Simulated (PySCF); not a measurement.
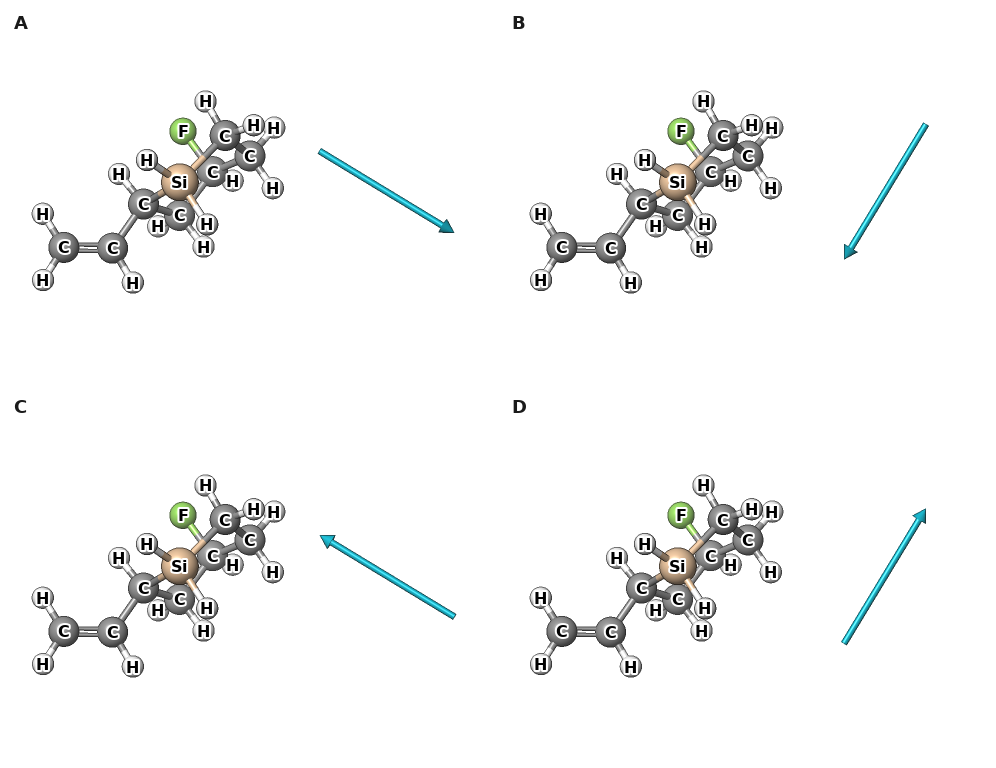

The same molecule four times, each with an arrow. The computed structure is the end point of a GFN2-xTB optimisation. No frequency run is at hand to confirm it as a minimum. Method: PBE0/pcSseg-1, gas phase (PySCF 2.14.0).

Question: Which arrow points along the dipole moment, from the negative to the positive end?

Answer: A. The dipole moment is 1.58 D.

The geometry is semi-empirical. Around Si such bond lengths and angles can be off by a tenth of an ångström or more and by several degrees, and values that hang on the shape move with them.
